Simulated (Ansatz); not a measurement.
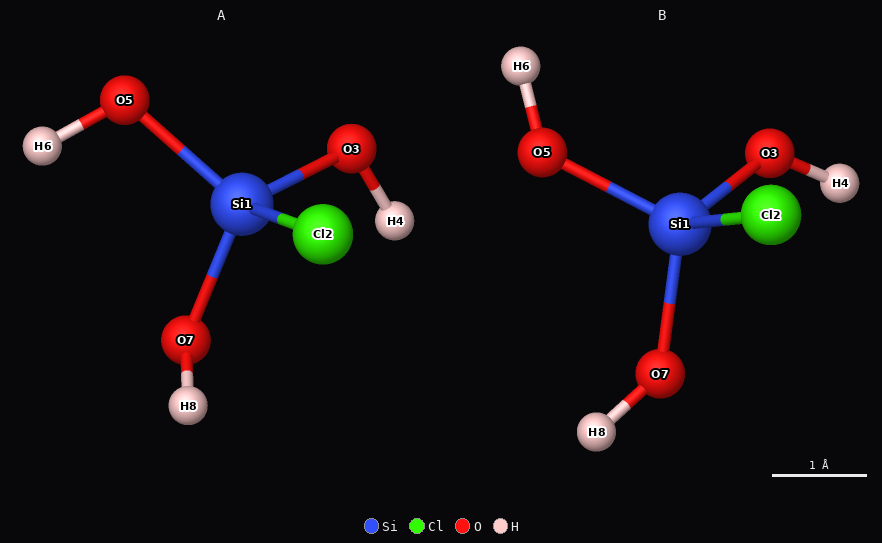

Two geometries of SiH$_{3}$O$_{3}$Cl, drawn at one scale. One is the start of a relaxation, the other its converged end. The picture is a ball-and-stick view, seen at a tilt.

Level of theory: RKS BHLYP-D4/6-31G in Ansatz 0.2.0. Set-up: no spin polarisation; force threshold 0.02 eV/Å; at most 40 steps.

**Which geometry has the lower energy?**

Structure B is the relaxed one. The run prepares the start of a later molecular dynamics calculation, from a guessed geometry. The energy falls by 0.713 eV in 21 accepted moves (24 points after the start). The largest force component goes from 2.5 to 0.00051 eV/Å. The line search rejected the trial steps at points 14, 16, 20 of the run. The forces were under the threshold at step 13, but the run went on from there. The atom that moves furthest after the best rigid fit is H6 (0.95 Å). By element the largest moves are H 0.95 Å, O 0.61 Å, Cl 0.23 Å, Si 0.22 Å. Some distances before and after: O3–H4 1.010 → 0.954 Å, Si1–Cl2 2.130 → 2.150 Å, Si1–O3 1.680 → 1.661 Å. Bond angles that change, for instance: Si1–O3–H4 109.5° → 130.9°, Si1–O5–H6 109.5° → 130.8°. Groups turn about Si1–O5 by about 180°, Si1–O7 by about 75°. Cost: 73 s on 1 thread of Arm Neoverse V2 (shared host), peak memory 0.13 GiB.

Limits of the set-up: the basis has no polarisation functions, which atoms past neon need.
